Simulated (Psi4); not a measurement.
# C2HF2Ge (SMILES C#[C][Ge]([F])[F]) at U-wB97X-D/def2-QZVP (density fitting, sweep point 5)

What is the vertical doublet–quartet gap of C2HF2Ge at U-wB97X-D/def2-QZVP (density fitting, sweep point 5)? 

The results are computed with Psi4 1.11.

**1. The structure to begin with**

C2HF2Ge has 6 atoms, charge 0, and is taken as a doublet. SMILES: `C#[C][Ge]([F])[F]`. The coordinates come from a PBE0-D4/def2-TZVP relaxation.

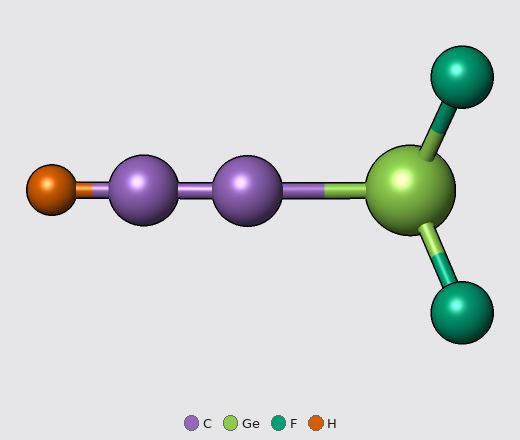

Viewed from a chosen angle; carbon purple, germanium green, fluorine teal, hydrogen orange.

**2. The energy at U-wB97X-D/def2-QZVP (density fitting, sweep point 5)**

The input, c2hf2ge.in:

```
memory 1600 MB

molecule system {
  0 2
  C     -0.190100     0.518400     1.692900
  C     -0.131400     0.204200     0.530300
  Ge    -0.289600    -0.139700    -1.323100
  F     -0.276600    -1.850600    -1.565100
  F      1.142900     0.424100    -2.108200
  H     -0.213200     0.779700     2.727000
  units angstrom
  symmetry c1
}

set {
  basis                def2-QZVP
  reference            uks
  puream               true
  scf_type             df
  dft_radial_points    99
  dft_spherical_points 590
  maxiter              100
}

energy('wb97x-d')
```

Started as:

```
$ psi4 -i c2hf2ge.in -o c2hf2ge.out -n 1
```

c2hf2ge.out:

```text
[...]
  Running in c1 symmetry.
[...]
  Nuclear repulsion =  338.439495053189944
[...]
  Multiplicity = 2
[...]
  Nalpha       = 32
  Nbeta        = 31
[...]
    Number of basis functions: 333
[...]
   @DF-UKS iter   1: -2352.15886313304145   -2.78145e+00   1.02718e-02 ADIIS/DIIS
[...]
   @DF-UKS iter  10: -2353.62707283466170   -2.70169e-07   4.19790e-07 DIIS
[...]
   @S^2 Observed:                7.525267281E-01
[...]
    Orbital Energies [Eh]
    ---------------------
    Alpha Occupied:
       1A   -399.059440     2A    -50.001551     3A    -44.501046
       4A    -44.499633     5A    -44.499232     6A    -24.802237
       7A    -24.802210     8A    -10.331616     9A    -10.320319
      10A     -6.400360    11A     -4.566099    12A     -4.563698
      13A     -4.562163    14A     -1.396343    15A     -1.386974
      16A     -1.377430    17A     -1.375639    18A     -1.375175
      19A     -1.277558    20A     -1.253002    21A     -0.884474
      22A     -0.708130    23A     -0.649822    24A     -0.569727
      25A     -0.568731    26A     -0.539101    27A     -0.514697
      28A     -0.507010    29A     -0.502383    30A     -0.417839
      31A     -0.410425    32A     -0.344387
[...]
  @DF-UKS Final Energy: -2353.62707283466170
   => Energetics <=
    Nuclear Repulsion Energy =            338.4394950531899440
    One-Electron Energy =               -3950.5781689515406470
    Two-Electron Energy =                1340.2797120352263391
    DFT Exchange-Correlation Energy =     -81.7668619185207461
    Empirical Dispersion Energy =          -0.0012490530168007
    VV10 Nonlocal Energy =                  0.0000000000000000
    Total Energy =                      -2353.6270728346612486
[...]
 Multipole Moments:
 ------------------------------------------------------------------------------------
     Multipole            Electronic (a.u.)      Nuclear  (a.u.)        Total (a.u.)
 ------------------------------------------------------------------------------------
 L = 1.  Multiply by 2.5417464519 to convert [e a0] to [Debye]
 Dipole X            :         -1.6569254            1.0174442           -0.6394813
 Dipole Y            :         -0.6768466            1.2773611            0.6005144
 Dipole Z            :         -7.1627816            8.0078096            0.8450280
 Magnitude           :                                                    1.2180419
[...]
```

Wall time 2.8 min (1 thread of Intel Xeon Platinum 8259CL at 2.50GHz (Skylake/Cascade Lake), shared host); peak memory 1.2 GiB.

**3. The quartet at the same level**

The input, calc.dat:

```
memory 1600 MB

molecule {
  0 4
  C     -0.190100     0.518400     1.692900
  C     -0.131400     0.204200     0.530300
  Ge    -0.289600    -0.139700    -1.323100
  F     -0.276600    -1.850600    -1.565100
  F      1.142900     0.424100    -2.108200
  H     -0.213200     0.779700     2.727000
  symmetry c1
}

set globals {
  basis def2-QZVP
  reference uks
  puream true
  scf_type df
  dft_radial_points 99
  dft_spherical_points 590
  maxiter 100
}

energy('wb97x-d')
print_variables()
```

Started as:

```
$ psi4 -i calc.dat -o calc.out -n 1
```

calc.out:

```text
[...]
  Running in c1 symmetry.
[...]
  Nuclear repulsion =  338.439495053189944
[...]
  Multiplicity = 4
[...]
  Nalpha       = 33
  Nbeta        = 30
[...]
    Number of basis functions: 333
[...]
   @DF-UKS iter   1: -2351.83189676988241   -2.45448e+00   1.03969e-02 ADIIS/DIIS
[...]
   @DF-UKS iter  11: -2353.43551906180846   -5.34178e-07   4.99065e-07 DIIS
[...]
   @S^2 Observed:                3.759151659E+00
[...]
    Orbital Energies [Eh]
    ---------------------
    Alpha Occupied:
       1A   -399.045656     2A    -49.987669     3A    -44.487362
       4A    -44.485525     5A    -44.485414     6A    -24.792762
       7A    -24.792719     8A    -10.358845     9A    -10.351315
      10A     -6.386947    11A     -4.553293    12A     -4.549543
      13A     -4.549035    14A     -1.383554    15A     -1.374002
      16A     -1.364800    17A     -1.362393    18A     -1.361713
      19A     -1.268943    20A     -1.244154    21A     -0.948742
      22A     -0.719208    23A     -0.662362    24A     -0.574877
      25A     -0.563488    26A     -0.531333    27A     -0.510511
      28A     -0.505517    29A     -0.497660    30A     -0.491677
      31A     -0.453266    32A     -0.343836    33A     -0.216397
[...]
  @DF-UKS Final Energy: -2353.43551906180846
   => Energetics <=
    Nuclear Repulsion Energy =            338.4394950531899440
    One-Electron Energy =               -3950.6015799142041942
    Two-Electron Energy =                1340.5212407435244586
    DFT Exchange-Correlation Energy =     -81.7934258913018226
    Empirical Dispersion Energy =          -0.0012490530168007
    VV10 Nonlocal Energy =                  0.0000000000000000
    Total Energy =                      -2353.4355190618084634
[...]
 Multipole Moments:
 ------------------------------------------------------------------------------------
     Multipole            Electronic (a.u.)      Nuclear  (a.u.)        Total (a.u.)
 ------------------------------------------------------------------------------------
 L = 1.  Multiply by 2.5417464519 to convert [e a0] to [Debye]
 Dipole X            :         -1.6261959            1.0174442           -0.6087517
 Dipole Y            :         -0.6408775            1.2773611            0.6364836
 Dipole Z            :         -6.9317529            8.0078096            1.0760567
 Magnitude           :                                                    1.3905352
[...]
```

Run time: 2.9 min. Hardware: 1 thread of Intel Xeon Platinum 8259CL at 2.50GHz (Skylake/Cascade Lake), shared host; peak memory 1.3 GiB.

**4. Outcome**

Level: U-wB97X-D/def2-QZVP (density fitting, sweep point 5).

```
                                        quantity           value
                           doublet: total energy  -2353.62707 Eh
                          doublet: dipole moment          3.10 D
     doublet: HOMO energy (highest over α and β)        -9.37 eV
      doublet: LUMO energy (lowest over α and β)        -2.81 eV
                      doublet: dispersion energy    -3.28 kJ/mol
                                   doublet: ⟨S²⟩           0.753
                           quartet: total energy  -2353.43552 Eh
                          quartet: dipole moment          3.53 D
     quartet: HOMO energy (highest over α and β)        -5.89 eV
      quartet: LUMO energy (lowest over α and β)        -4.09 eV
                      quartet: dispersion energy    -3.28 kJ/mol
                                   quartet: ⟨S²⟩           3.759
vertical energy of the quartet above the doublet        5.212 eV
```

At this shape the quartet lies 5.21 eV (503 kJ/mol) above the doublet.
